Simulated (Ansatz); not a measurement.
Input

```
crystal:
  periodic: [false, false, false]
  atoms:
    - {symbol: Cl, position_ang: [2.200036, -0.227403, -1.238825]}
    - {symbol: Cl, position_ang: [2.991150, -2.265263, 1.216344]}
    - {symbol: Si, position_ang: [-0.652871, -1.101850, 1.310822]}
    - {symbol: Si, position_ang: [1.440001, -1.170049, 0.426712]}
    - {symbol: H, position_ang: [-0.904710, -0.156417, 0.125158]}
basis:
  gaussian:
    orbitals: def2-TZVPD
magnetization:
  spin_polarized: true
  initial_magnetization: 1
hamiltonian:
  xc: pbe0
output: {forces: true, orbitals: {seedname: orbitals}}
```

Launched as:

```sh
ansatz run input.yaml --threads 1 --pin off --max-ram 2610MiB --events-out events.jsonl --progress --plain --runs-dir runs
```

Geometry: PBE0-D3(BJ)/def2-SVP.

Theory: isolated molecule in a Gaussian basis; Kohn-Sham density functional theory, functional PBE0 in Ansatz 0.2.0.

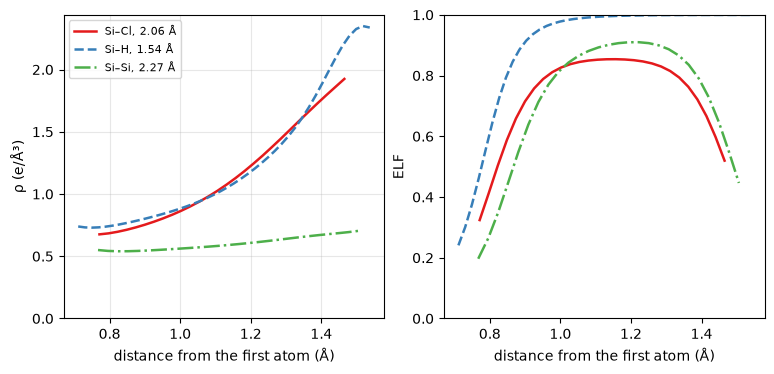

Cl2HSi2 (SMILES [SiH]=[Si](Cl)Cl) (doublet). Total electron density and ELF along straight lines between neighbouring atoms. The curves leave out the atomic cores.

> Compare the contacts.

Si–Cl (2.06 Å): ρ at the midpoint is about 0.9 e/Å³; the ELF peaks at about 0.85 between the atoms; a polar covalent bond.
Si–H (1.54 Å): ρ is about 0.73 e/Å³ halfway; the ELF climbs to about 1 towards the hydrogen, as it does in any bond to H.
Si–Si (2.27 Å): ρ at the midpoint is about 0.59 e/Å³; the ELF peaks at about 0.90 between the atoms; localised, covalent bonding.
